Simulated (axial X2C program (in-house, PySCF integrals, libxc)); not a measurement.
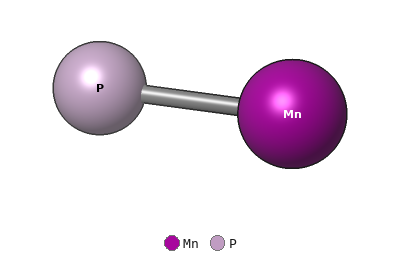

The molecule at the reference distance of 2.132 Å.

## Run report: MnP⁻, relativistic diatomic calculation

MnP⁻, single determinant with Ω = 1/2 (not the lowest found). Computed at this level: PBE0, two-component X2C with atomic mean-field Coulomb and Gaunt terms, Mn dyall-acv3z, P dyall-av3z (cores contracted) (axial X2C program (in-house, PySCF integrals, libxc)).

The program's output:
```
two-component X2C + atomic mean field  PBE0
basis functions 186  fitting functions 1004  grid points 5077
iter        total energy     max residual
   1      -1500.088274051     7.12e-05
   2      -1500.088274054     1.50e-05
converged
one-electron -2261.56079622  Coulomb 744.46006888  exact exchange -18.54126167  xc functional -57.17448828  nuclear repulsion 93.07760511  atomic mean-field constant -0.34940187
```

The points of the curve:

| R (Å) | E (hartree) | dipole (D; origin at the first atom, positive when the second is positive) | highest filled (eV) | lowest empty (eV) |
| --- | --- | --- | --- | --- |
| 2.004 | −1500.078740 | −3.87 | 0.14 | 1.54 |
| 2.068 | −1500.084737 | −4.13 | 0.10 | 1.54 |
| 2.132 | −1500.088274 | −4.41 | 0.06 | 1.55 |
| 2.207 | −1500.089952 | −4.76 | 0.01 | 1.57 |
| 2.281 | −1500.089634 | −5.12 | −0.04 | 1.59 |

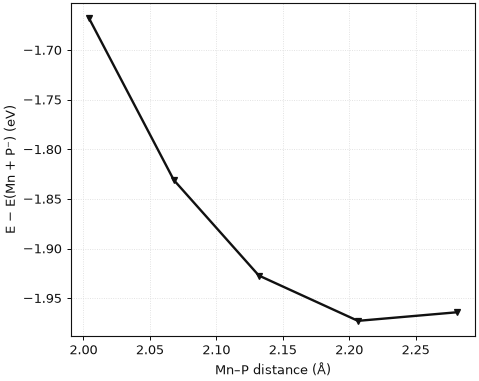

Energy at 5 bond lengths, for one set of occupations held fixed; the line joins the points. The lowest point is at 2.21 Å; the points are too few or too rough near it for spectroscopic constants. The lowest point lies 1.97 eV below Mn + P⁻.

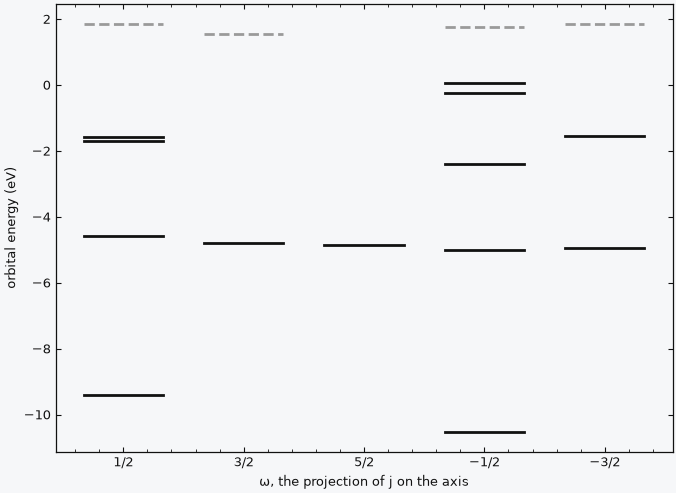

Orbital energies near the frontier at 2.13 Å, filled (solid) and empty (dashed). The highest filled spinor (−1/2; 50 % Mn s, 23 % Mn p) lies at 0.06 eV, the lowest empty one (3/2; 60 % P p, 32 % Mn p) at 1.55 eV. A filled level above zero is held only by the finite basis .

Input file:
```
{"zs": [25, 15], "q": -1, "bas": ["dyall-acv3z", "dyall-av3z"], "levels": ["PBE0", "HF", "PBE50"], "cc": true, "r0": 2.07, "thr": -2.0, "nmax": 90, "npts": 10, "nst": 2, "ntry": 6}
```

The line is the task of a batch: nuclear charges, charge, bases, the levels to run, a first guess of the distance and further settings. This report covers PBE0 with spin-orbit coupling. The log is that of the reference distance 2.132 Å, started from orbitals converged before.

The run was one of a batch that the task file lists, launched with:
```bash
python <driver script> task.json out
```

Results in brief:

```tsv
quantity	value
outcome	converged; a filled level lies above zero
hardware	1 thread of Arm Neoverse V2, 112 GiB of memory available, shared host
wall time	8.7 s
peak memory	0.83 GiB
```

Remarks:

The highest filled level (PBE0, up to 0.14 eV) lies above zero. That is common for anions, where the functional's self-interaction leaves the outer electrons unbound; only the finite basis holds them, so such levels depend on it. To bear in mind: 5 of the 10 points asked for were kept.
